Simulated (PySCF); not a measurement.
# C2H8OSeSi: electronic excitations

Wanted: the electronic excitations of C2H8OSeSi (`CC[Se@@](=O)[SiH3]`), by calculation.

Computed with PySCF 2.14.0, with density-fitted response routines of our own, on a single molecule in the gas phase. Atoms count from 0, in the outputs and in this text.

## Step 1: The starting structure

13 atoms, charge 0, multiplicity 1; geometry from: GFN2-xTB.

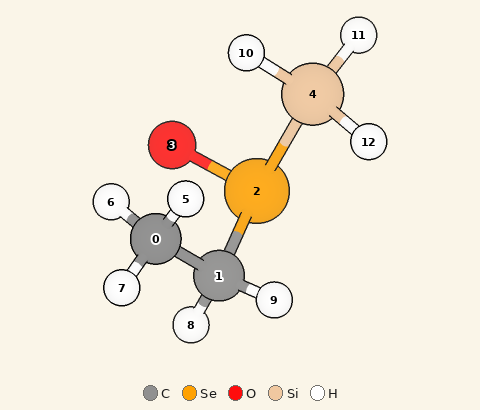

As it starts; carbon grey, selenium orange, oxygen red, silicon light orange, hydrogen white, atoms numbered.

## Step 2: TDDFT and polarisability: wB97X-D/def2-SVPD

Job settings and geometry (Å):

```
{"job": {"kind": "uv", "xc": "wB97X-D", "basis": "def2-SVPD", "nstates": 8, "ntriplets": 3}, "charge": 0, "multiplicity": 1}
C     -1.525786     0.414734    -0.056374
C     -0.960727    -0.982322     0.074758
Se     0.793082    -1.133239    -0.864040
O      0.557725    -0.383354    -2.278288
Si     1.957532     0.493420     0.362826
H     -1.008783     1.111958     0.602450
H     -1.404215     0.748821    -1.088258
H     -2.587154     0.427869     0.185326
H     -1.600327    -1.712075    -0.430399
H     -0.806196    -1.291884     1.107908
H      1.475667     1.833031     0.035739
H      3.356554     0.318263    -0.024361
H      1.748240     0.155264     1.771241
```

Method: TDDFT wB97X-D/def2-SVPD, vertical, gas phase, core orbitals frozen in the response.

Run with:

```bash
$ OMP_NUM_THREADS=1 python probes_run.py task.json out
```

The driver reads the jobs from task.json and runs them one after another.

What will the session give for the following? lowest singlet (wB97X-D/def2-SVPD); brightest single state of those computed; lowest triplet. Wanted: lowest singlet; brightest single state of those computed; lowest triplet.

As calculated:

```
                                quantity                        value
      lowest singlet (wB97X-D/def2-SVPD)  4.58 eV (271 nm), f = 0.009
brightest single state of those computed  state 7, 6.57 eV, f = 0.114
                          lowest triplet                      4.05 eV
```

**Reading.** The first singlet state (HOMO→LUMO 0.52, HOMO→LUMO+1 0.35) lies at 4.58 eV and is weak; of the 8 states computed, the strongest absorption comes from state 7 at 6.57 eV. The lowest triplet lies 0.53 eV below the lowest singlet (triplets in Tamm-Dancoff, singlets in full TDDFT).
